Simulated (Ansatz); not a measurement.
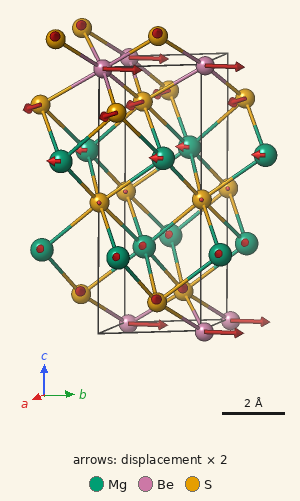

This is a relaxation of solid Mg$_{2}$BeS$_{3}$ (built on the K2NaCl3-164 type type). The starting structure is drawn; red arrows show the displacements (the part carried along by the change of the cell is left out), magnified 2 times.

The picture is a ball-and-stick view of the cell of the calculation, seen slightly off an axis.

Case: shaken.

These are results of Ansatz, DFT, PBEsol, plane waves, PAW, not measurements.

The input:
```yaml
crystal:
  lattice:
    - [3.4981977414, 0.0104872414, -0.0240090456]
    - [-1.7400166488, 3.0154996912, 0.0123349554]
    - [-0.059544378, 0.0009462767, 8.7632640677]
  atoms:
    - { symbol: Mg, position: [0.2855874802, 0.7026747291, 0.6624399319] }
    - { symbol: Mg, position: [0.6771615025, 0.3648421695, 0.3087485851] }
    - { symbol: Be, position: [-0.0154618622, 0.0330226286, -0.0061180285] }
    - { symbol: S, position: [0.3624548902, 0.668180589, 0.1253173173] }
    - { symbol: S, position: [0.6610548966, 0.3411124552, 0.8536436727] }
    - { symbol: S, position: [-0.0211942044, 0.0032186347, 0.4916302581] }
kpoints:
  mp_grid: { grid: [6, 6, 2] }
hamiltonian:
  xc: pbesol
scf:
  occupations: { method: fermi_dirac, width: 0.05 }
relax:
  f_tol: 0.01
  cell: {}
  max_steps: 120
```

Command:
```bash
ansatz run input.yaml --threads 2 --pin off --max-ram 2211MiB --backend cpu --events-out ev --progress --plain --runs-dir out
```

Question: What did the optimiser do to the structure, and how much energy did it gain?

Answer: The largest move relative to the cell is that of Be3, 0.68 Å along +b. Largest moves by element: Be 0.68 Å, S 0.46 Å, Mg 0.24 Å. The volume changes by +4.9 %, with a 3.498 → 3.508 Å (+0.3 %), b 3.482 → 3.826 Å (+9.9 %), c 8.763 → 8.663 Å (−1.2 %), α 89.6° → 90.0°, β 90.8° → 85.8°, γ 119.8° → 123.0°. Some distances before and after: Be3–S5 2.426 → 3.495 Å, Be3–S4 2.509 → 3.495 Å, Mg1–S6 2.353 → 2.629 Å, Be3–S5 (another image) 2.408 → 2.177 Å. Bonds break, among them: Be3–S5 (2.43 → 3.49 Å). Bond angles that change, for instance: S4–Be3–S5 172.7° → 126.4°, S4–Be3–S5 89.7° → 129.1°, Mg1–S5–Be3 89.3° → 115.9°. The space group (tolerance 0.01 Å) goes from P1 (No. 1) to C2 (No. 5). Over 8 accepted moves (10 points after the start) the energy falls by 103 meV per atom. Largest force component: 0.8 eV/Å at the start, 0.00088 eV/Å at the end. The pressure goes from 2.01 to 0.01 GPa. At 2 points the geometry stayed and the basis and grid were re-selected for the new cell (energy shift of 0.2 meV per atom at most each time).
